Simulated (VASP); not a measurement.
Energy against volume of SrTe (rock salt). These are revPBE GGA, VASP's PBE PAW potentials (set 64) (plane waves; VASP) values and carry that method's errors.

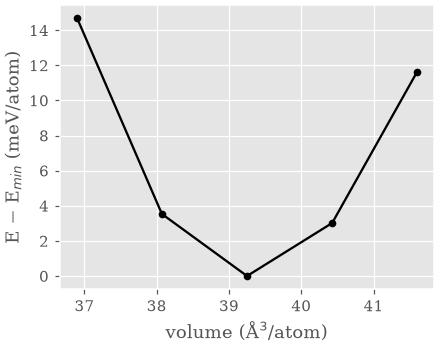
Energy against volume

Problem. Estimate the equilibrium volume and the bulk modulus.

Solution. The minimum lies near 39.3 Å³/atom, and the curvature gives B0 of about 30 GPa.

Measured: bulk modulus 39.5 GPa (computed value off by -25.1 %), a 6.659 Å (computed value off by +2.1 %), as given by S. C. Rakesh Roshan et al., ACS Applied Energy Materials (2021), arXiv:2110.13857. The calculation is for a static lattice, while the measured bulk modulus, a hold thermal and zero-point effects, which are part of the difference.

The compound is SrTe in the rock salt structure. It was relaxed first, which changed the volume by +6 %.
